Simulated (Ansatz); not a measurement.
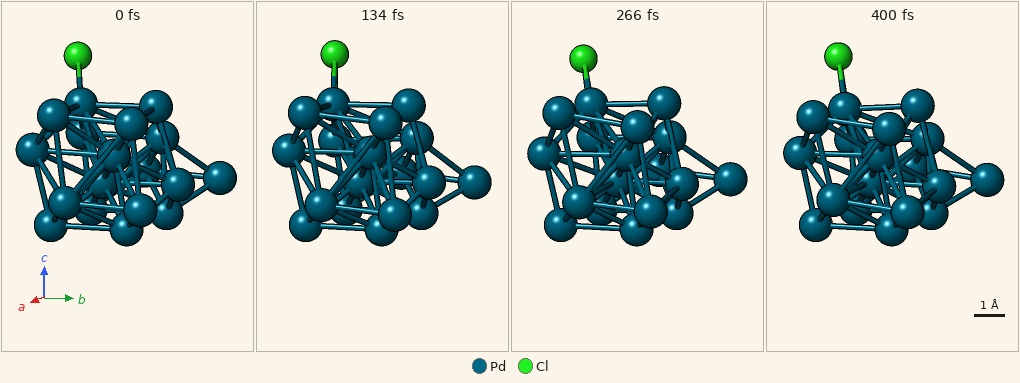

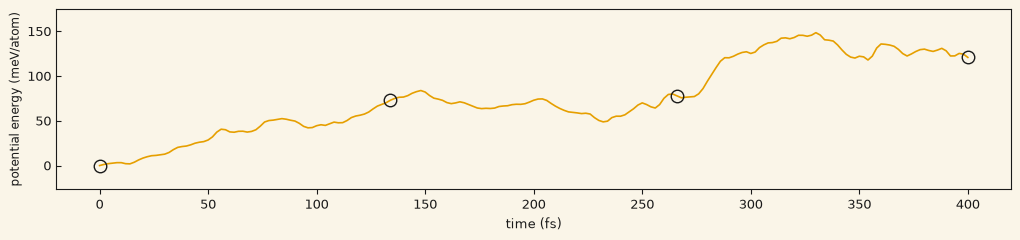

First-principles dynamics of Cl on Pd(110) (17 atoms in the cell), 400 fs long. It starts from the last geometry of an earlier run, with fresh velocities. Frames and the history of the run. The picture is a ball-and-stick view of the simulation cell, with the vacuum cut short, seen slightly off an axis. Bonds to atoms that aren't drawn are left out.

Theory: Ansatz 0.2.0, DFT PBEsol, scalar-relativistic, plane waves, PAW. Settings: plane-wave cutoff 420 eV; k-point mesh 2 × 3 × 1; Fermi-Dirac smearing 0.05 eV; low-accuracy preset; 4 atoms held fixed; Langevin thermostat (NVT); set temperature 1800 K; time step 2 fs; friction 0.5 per fs.

Q: Describe the run.

A: In the second half of the run the atoms are, in the root-mean-square, this far from where they began (common drift taken out): Cl 0.25 Å, Pd 0.19 Å. That is small against the typical shortest distance between atoms in the first frame, about 2.5 Å: the atoms vibrate about their sites and the arrangement holds. The mean temperature in the second half is 1827 K (standard deviation 408 K). The potential energy is still drifting at the end, so the run hasn't reached equilibrium. The potential energy in the second half lies on average 104 meV per atom above the first frame. The friction is so strong that the slow modes are overdamped, and the motion no longer resembles free dynamics.

Limits of the set-up: the cell has an odd number of electrons but was run without spin polarisation; the k-point mesh is coarse for a cell with partly filled bands; the program's low-accuracy preset was used; the periodic images lie only 5.5 Å apart, so the values are limited by the cell's size.

The run took 15 min on 4 threads of AMD EPYC 9R45 96-Core Processor (Zen 5), with other jobs on the host, peak memory 2.1 GiB.
